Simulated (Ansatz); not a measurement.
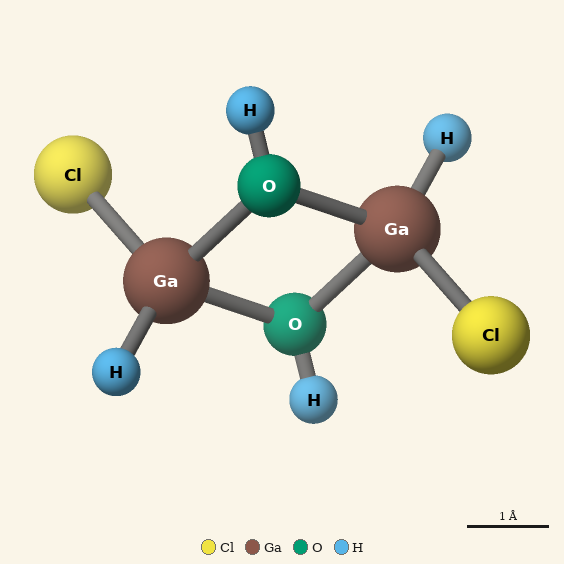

Every bond is drawn as one stick, whatever its order.

Computed geometry: PBE0-D4/def2-TZVP optimisation.

**Which formula does it have?**

Cl₂Ga₂H₄O₂, 10 atoms: 2 chlorine, 2 gallium, 4 hydrogen and 2 oxygen.

**How many atoms are distinct by symmetry?**

5: 2 Cl, 2 Ga, 2 O, 2 H, 2 H.

**Which point group does it belong to?**

Ci.

**Count the bonded pairs by element.**

4 Ga–O, 2 Cl–Ga, 2 Ga–H, 2 O–H.

**Give a SMILES string for it.**

[Cl][Ga@H-]1[OH+][Ga@H-]([Cl])[OH+]1

The parts below concern this one geometry. Atoms keep their numbers from picture to picture.

Geometry

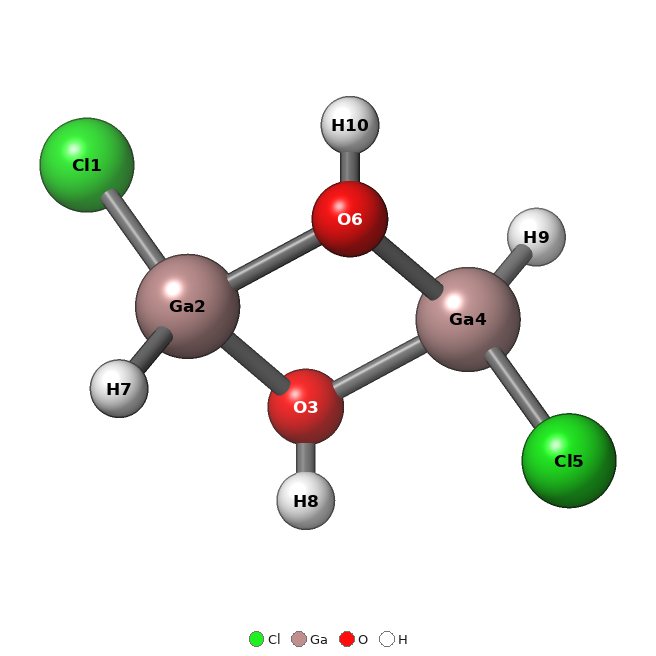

Numbered structure.

**How are the neighbours of atom 3 arranged?**

O3 has 3 neighbours (Ga2 at 1.94, Ga4 at 1.94, H8 at 0.96 Å); the arrangement is trigonal pyramidal.

**What is the dihedral angle Ga2–O3–Ga4–Cl5?**

107° in size, that is anticlinal.

Electronic properties

Properties computed with RKS r2SCAN-D4/def2-TZVPP (Ansatz 0.2.0).

**Estimate the HOMO energy (Kohn–Sham orbital).**

−7.70 eV.

**What is the dispersion correction?**

−8.1 kJ/mol.

**Give the LUMO energy (Kohn–Sham orbital) at this level.**

−1.00 eV.

Charges

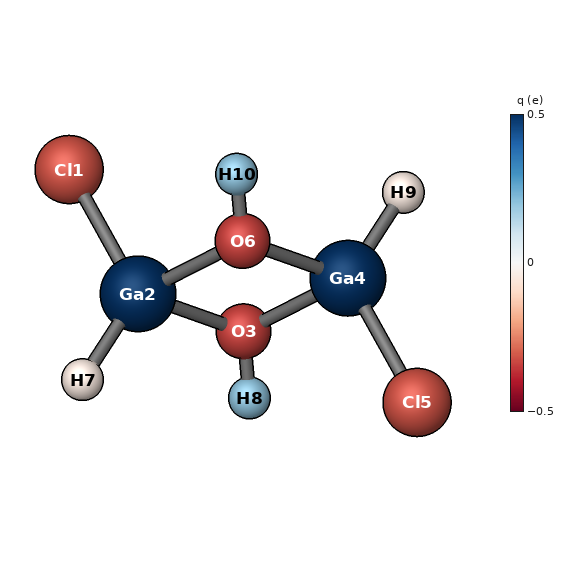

Atoms are coloured by their Mulliken charges. Level of theory: RKS r2SCAN-D4/def2-TZVPP (Ansatz 0.2.0).

**Which atom carries the highest charge (most positive or least negative)?**

Ga2, Ga4 (0.50 e).

**And the lowest?**

O3, O6 (−0.34 e).

Give the Mulliken charges atom by atom.

| atom | value (e) |
| --- | --- |
| Cl1 | −0.32 |
| Ga2 | 0.50 |
| O3 | −0.34 |
| Ga4 | 0.50 |
| Cl5 | −0.32 |
| O6 | −0.34 |
| H7 | −0.04 |
| H8 | 0.20 |
| H9 | −0.04 |
| H10 | 0.20 |

Vibrations

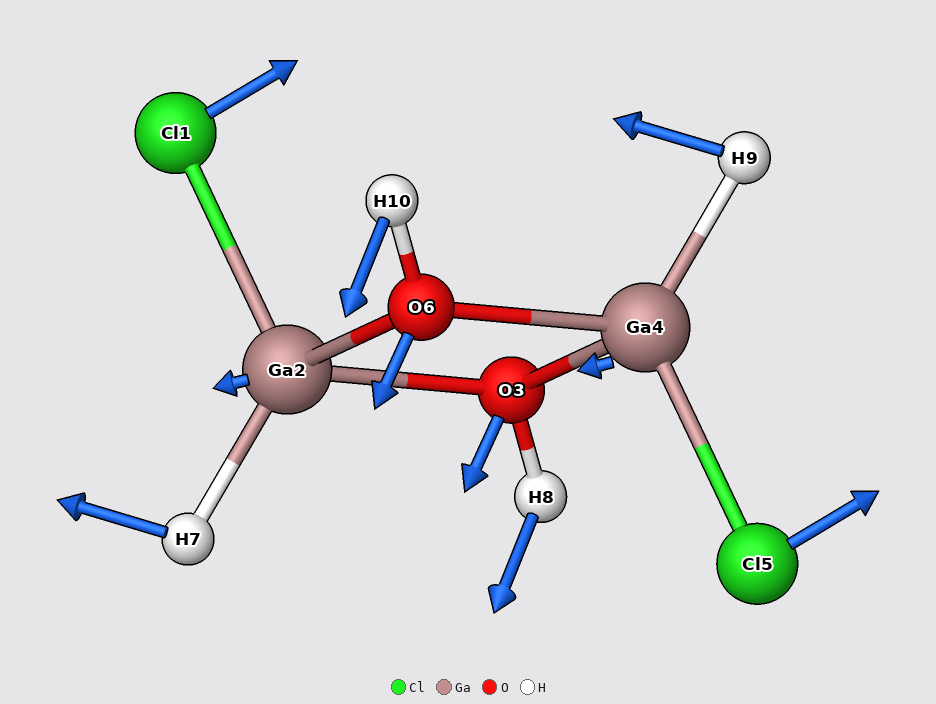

The arrows show one normal mode. Harmonic vibrations computed with RKS PBE0-D4/def2-TZVP (Ansatz 0.2.0) at a stationary point of the same level.

**What kind of motion is it?**

A torsion or out-of-plane motion in which bond lengths and bond angles hardly change.

**Estimate its harmonic wavenumber.**

42 cm⁻¹; it is mode 1 of 24 counted from the lowest.

Mulliken values depend strongly on the basis set and can even reverse the polarity of a bond.
